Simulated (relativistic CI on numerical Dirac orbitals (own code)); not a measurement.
## Relativistic CI calculation for Ba⁴⁺

Ba⁴⁺. Computed at this level: Dirac-Coulomb-Breit CI, KLI orbitals optimised for each configuration, model QED (radiative potential, 1s self-energy scaled to tabulated hydrogen-like ionisation energies), valence Slater integrals scaled by 0.75, configuration energies shifted to the measured levels that pair with them (semi-empirical) (relativistic CI on numerical Dirac orbitals, in-house).

### Input
```
atom Ba  Z=56  charge=4  electrons=52
nucleus A=138  rms_radius_fm=4.8378
hamiltonian dirac-coulomb  breit=on  qed=on  c_scale=1
orbitals kli  potential=per-configuration
slater_scale 0.75
correlation fit
mixing on
configurations
  [Kr] 4d10 5s2 5p4
  [Kr] 4d10 5s 5p5
  [Kr] 4d10 5s2 5p3 5d
  [Kr] 4d10 5s2 5p3 6s
  [Kr] 4d10 5p6
  [Kr] 4d10 4f2 5s2 5p2
  [Kr] 4d10 5s2 5p2 5d2
  [Kr] 4d10 4f 5s2 5p3
  [Kr] 4d10 5s 5p4 5d
  [Kr] 4d10 5s2 5p3 5f
  [Kr] 4d10 5s2 5p3 5g
  [Kr] 4d10 5s2 5p3 6p
  [Kr] 4d10 4f 5s2 5p2 5d
  [Kr] 4d10 4f2 5p4
  [Kr] 4d10 5s 5p4 5f
  [Kr] 4d10 5p4 5d2
  [Kr] 4d10 5s2 5p2 5f2
  [Kr] 4d10 4f 5s 5p4
  [Kr] 4d10 5s2 5p3 6d
  [Kr] 4d10 5s 5p4 5g
  [Kr] 4d10 5s2 5p3 7s
  [Kr] 4d10 5s2 5p3 7p
  [Kr] 4d10 4f 5p5
  [Kr] 4d10 5s2 5p2 5g2
  [Kr] 4d10 4f 5s 5p3 5d
  [Kr] 4d10 4f2 5s 5p3
  [Kr] 4d10 4f 5s2 5p2 5f
  [Kr] 4d10 4f 5s 5p3 6s
  [Kr] 4d10 5p5 5d
  [Kr] 4d10 5s2 5p3 6f
end
```

Hardware: 1 thread of Intel Xeon @ 2.50GHz (Skylake/Cascade Lake), 144 GiB of memory available, shared host.

Launched within a batch (the task file carries these settings):
```bash
python <driver script> task.json out
```

The program writes its results to a structured record and prints no log; tables and figures of this report are taken from that record.

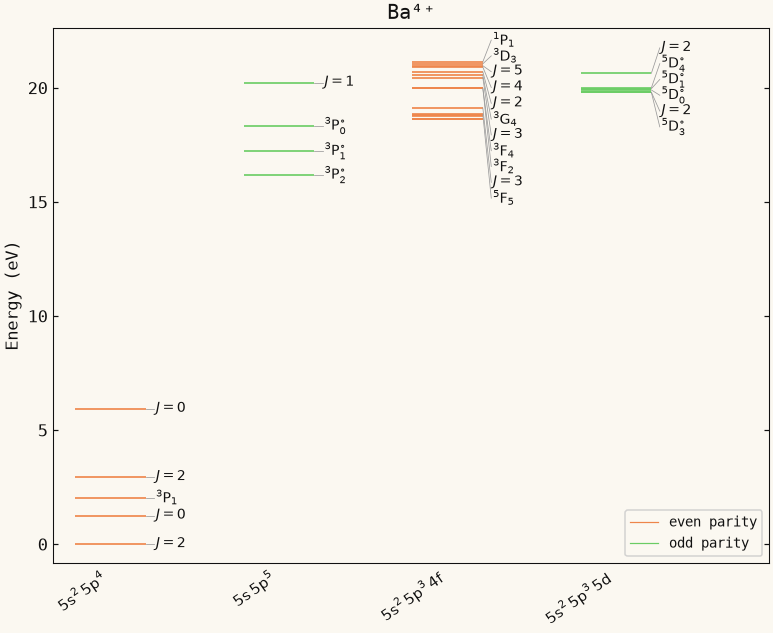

Level diagram of Ba⁴⁺. The lowest level is 5s² 5p⁴ [(5p₃/₂)²] J = 2. The first excited level, 5s² 5p⁴ [(5p₃/₂)²] J = 0, lies at 1.25 eV. The lowest level of opposite parity, 5s 5p⁵ ³P°₂, is at 16.2 eV. The levels are in intermediate coupling, nearer jj (mean leading weight 64 % in LS and 64 % in jj).

```tsv
Configuration	Level	E (eV)	Landé g	Lifetime (s; – stable or not computed)
5s² 5p⁴	[(5p₃/₂)²] J = 2	0	1.417	–
5s² 5p⁴	[(5p₃/₂)²] J = 0	1.248	–	1.3×10¹
5s² 5p⁴	³P₁	2.036	1.501	1.2×10⁻²
5s² 5p⁴	[5p₁/₂ (5p₃/₂)³] J = 2	2.939	1.084	1.3×10⁻²
5s² 5p⁴	[(5p₃/₂)⁴] J = 0	5.927	–	1.8×10⁻³
5s 5p⁵	³P°₂	16.18	1.500	1.4×10⁻⁹
5s 5p⁵	³P°₁	17.22	1.431	1.0×10⁻⁹
5s 5p⁵	³P°₀	18.33	–	1.4×10⁻⁹
5s² 5p³ 4f	[5p₃/₂ 4f₅/₂] J = 3	18.61	1.113	1.1×10⁻⁵
5s² 5p³ 4f	⁵F₄	18.65	1.271	2.8×10⁻³
5s² 5p³ 4f	⁵F₂	18.75	1.001	4.4×10⁻⁶
5s² 5p³ 4f	⁵F₁	18.79	0.099	1.2×10⁻⁵
5s² 5p³ 4f	⁵F₅	18.83	1.347	1.3×10¹
5s² 5p³ 4f	[5p₃/₂ 4f₇/₂] J = 3	19.11	1.106	1.5×10⁻⁶
5s² 5p³ 5d	⁵D°₃	19.80	1.391	6.0×10⁻⁹
5s² 5p³ 5d	[5p₃/₂ 5d₃/₂] J = 2	19.80	1.271	5.7×10⁻⁹
5s² 5p³ 5d	⁵D°₀	19.90	–	4.0×10⁻⁹
5s² 5p³ 5d	⁵D°₁	19.96	1.404	2.0×10⁻⁹
```

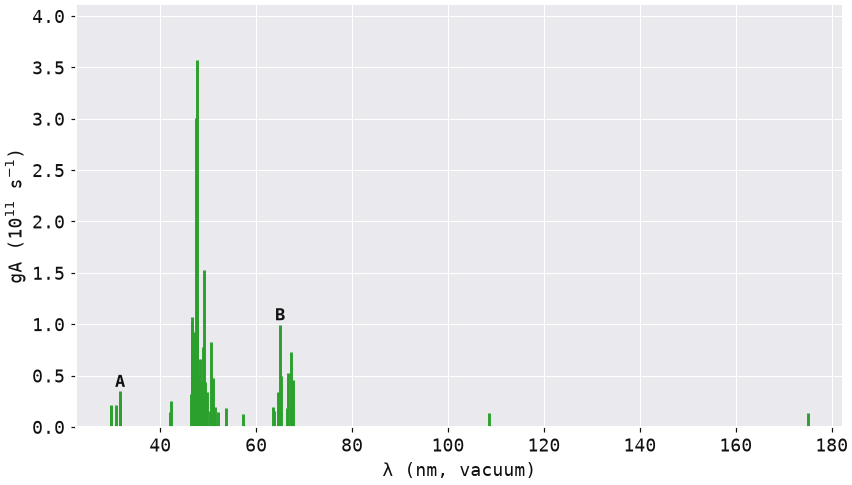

The stronger electric dipole lines (weighted rates gA) for Ba⁴⁺ (barium, Z = 56). A: 5s² 5p³ 6d J = 3 (odd, mixed, level 202) → 5s² 5p⁴ [(5p₃/₂)²] J = 2, 31.60 nm, gA = 3.4×10¹⁰ s⁻¹; B: 5s² 5p³ 5f [5p₃/₂ 5f₇/₂] J = 5 → 5s² 5p³ 5d ⁵D°₄, 64.96 nm, gA = 9.9×10¹⁰ s⁻¹. The strongest lettered line, B, lies in the extreme ultraviolet region.

### Summary

```tsv
quantity	value
outcome	converged
lowest level	5s² 5p⁴ [(5p₃/₂)²] J = 2
first excited level	5s² 5p⁴ [(5p₃/₂)²] J = 0, 10,062 cm⁻¹
levels computed	3506
SCF iterations	274
wall time	19 s
```

### Remarks

Limits: shifts are fitted to measured levels, configurations with none paired borrow a shift and can be misplaced by tens of thousands of cm⁻¹; one shift a configuration: terms inside it, and wavelengths, can be off by thousands of cm⁻¹; low levels that differ in the count of f electrons can be misplaced by several ten thousand cm⁻¹; only a limited list of configurations is included, so lower levels can be missing; only lines among the lowest 400 of 3506 levels are drawn, so those from 5s² 5p³ 7p, 5s² 5p² 4f 5d, 5s² 5p² 4f² and 5s² 5p² 5d² are incomplete.
